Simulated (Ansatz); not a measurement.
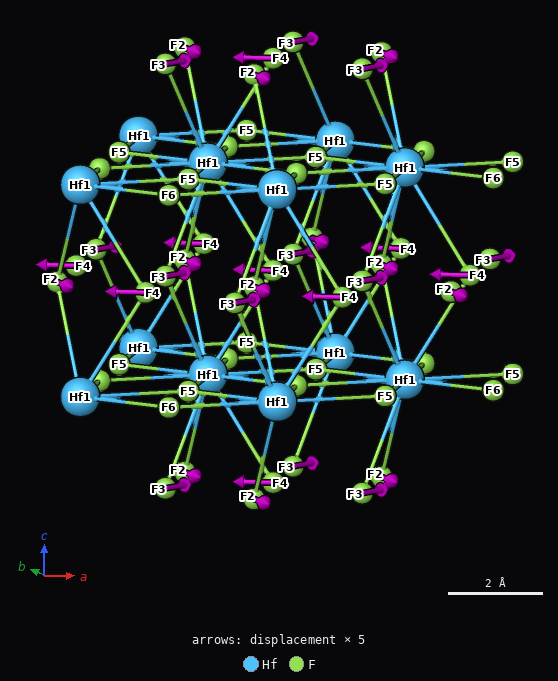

This is a relaxation of a crystal of HfF$_{5}$ (a generated structure, set up in P-62m) (coarse preliminary run). The starting structure is drawn; purple arrows show the displacements (the part carried along by the change of the cell is left out), magnified 5 times.

Style: ball-and-stick. Shown: the atoms within 5.8 Å of the atom that moves most (axes of the cell of the calculation), slightly off an axis.

All numbers below come from Ansatz 0.2.0, DFT PBE, scalar-relativistic, plane waves, PAW. Settings: plane-wave cutoff 420 eV; k-point mesh 6 × 6 × 4; occupations gaussian; smearing width 0.1 eV; no spin polarisation; cell and atoms relaxed; force threshold 0.04 eV/Å; at most 70 steps.

Question: Which element moves most?

Answer: Fluorine: up to 0.19 Å, against 0.00 Å for hafnium.

Question: What happened in the run?

Answer: The largest moves relative to the cell, 0.19 Å, are those of F2, F3 and F4. F4 goes along −a. Hf stays in place. The drawn cell changes as follows: a = b 4.288 → 4.453 Å (+3.9 %), c 4.603 → 3.523 Å (−23.5 %); the volume changes by −17.5 %. Near-neighbour distances that change, for instance: Hf1–F2 2.706 → 2.184 Å, Hf1–F5 2.476 → 2.571 Å. Bond angles that change, for instance: Hf1–F4–Hf1 116.6° → 107.5°. The space group stays P-62m (No. 189). The energy falls by 396 meV per atom in 11 accepted moves (13 points after the start). Largest force component: 1.4 eV/Å at the start, 0.013 eV/Å at the end. The pressure goes from −25.06 to 0.16 GPa. At 2 points the geometry stayed and the basis and grid were re-selected for the new cell (energy shift of 0.5 meV per atom at most each time).

Limits of the set-up: an odd number of electrons was run without spin polarisation, which fails if the electron would localise.
